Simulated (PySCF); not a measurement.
Frequency calculation, with input and output: ZrCl₂

System: ZrCl₂, multiplicity 3.
Method: UKS-based PBE0, Zr def2-TZVP with ECP28, Cl def2-TZVP; non-relativistic Hamiltonian with a scalar-relativistic core potential; density fitting (PySCF 2.14.0).

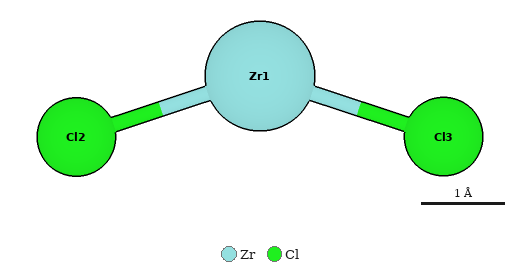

Figure 1. The structure (ball-and-stick view, seen on its broad side; atoms are numbered from 1 in the order of the input). Sticks mark near contacts. Bond lengths as drawn: Cl–Zr 2.35 Å.

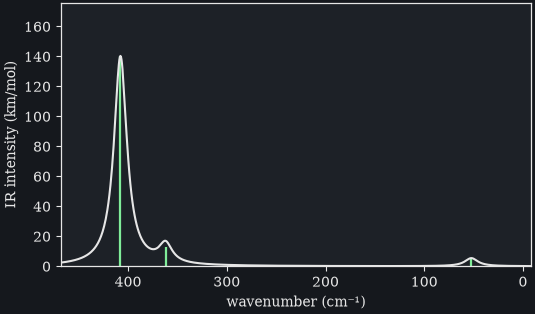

Figure 2. Harmonic infrared spectrum, unscaled: sticks (degenerate modes added up, dark ones marked on the axis) with a Lorentzian envelope of 16 cm⁻¹ full width, scaled to the tallest stick. 3 modes from 52 to 408 cm⁻¹, none imaginary. The strongest line is at 408 cm⁻¹ (140 km/mol). All modes, in cm⁻¹ (km/mol): 52 (5.4), 362 (12.9), 408 (140).

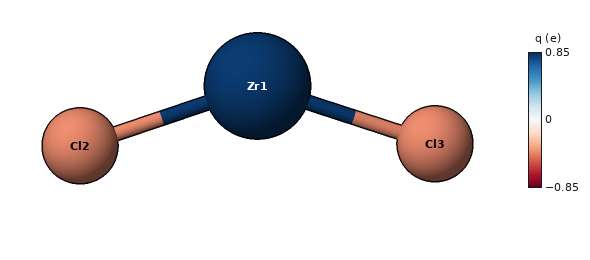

Figure 3. Mulliken charges, as the colour of each atom (ball-and-stick view, seen on its broad side; atoms are numbered from 1 in the order of the input). By element: Zr +0.81 and Cl −0.41 e.

These pictures come from the run below.

Input
```python
from pyscf import gto, scf, dft
mol = gto.M(atom='''
Zr     0.000000     0.316847     0.000000
Cl     0.000000    -0.422786     2.227349
Cl     0.000000    -0.422786    -2.227349''',
    basis={'Zr': 'def2-TZVP', 'Cl': 'def2-TZVP'},
    ecp={'Zr': 'def2-TZVP'},
    charge=0, spin=2)
mf = dft.UKS(mol, xc='PBE0')
mf.grids.atom_grid = (75, 302)
aux = {'Zr': 'def2-universal-JKFIT', 'Cl': 'def2-universal-JKFIT'}
mf = mf.density_fit(auxbasis=aux)
mf.conv_tol = 1e-09
mf.diis_space = 10
mf.max_cycle = 60
mf.verbose = 4
mf.kernel()
```

The script is an equivalent of the set-up of the self-consistent field. The run itself was carried out by a driver, which started from the orbitals of the step before it where there was one and computed the further properties.

Launched with:
```bash
OMP_NUM_THREADS=2 python axn.py task.json out
```

The program's output
```
init E= -967.255631533001
  alpha nocc = 24  HOMO = -0.211876031966736  LUMO = -0.0564543617552912
  beta  nocc = 22  HOMO = -0.345918198537742  LUMO = -0.0915640495014733
  HOMO = -0.211876031967  LUMO = -0.0915640495015  gap/eV = 3.27386
cycle= 1 E= -967.255631533031  delta_E= -2.96e-11  |g|= 6.03e-06  |ddm|= 1.77e-05
  alpha nocc = 24  HOMO = -0.211878043638139  LUMO = -0.0564570337285699
  beta  nocc = 22  HOMO = -0.345917406260809  LUMO = -0.0915657826494175
  HOMO = -0.211878043638  LUMO = -0.0915657826494  gap/eV = 3.27386
Extra cycle  E= -967.255631533019  delta_E= 1.14e-11  |g|= 9.65e-06  |ddm|= 1.92e-05
converged SCF energy = -967.255631533019  <S^2> = 2.0049919  2S+1 = 3.0033261
```

Key numbers

- outcome: converged
- total energy: −967.255632 hartree
- ⟨S²⟩: 2.005
- zero-point energy: 0.001873 hartree
- dipole moment: 1.75 D
- wavenumbers, lowest and highest: 52 and 408 cm⁻¹
- hardware: 2 threads of AMD EPYC (Zen 3), 32 GiB of memory available, shared host
- wall time: 67 s (CPU time 2.3 min)
- peak memory: 1 GiB
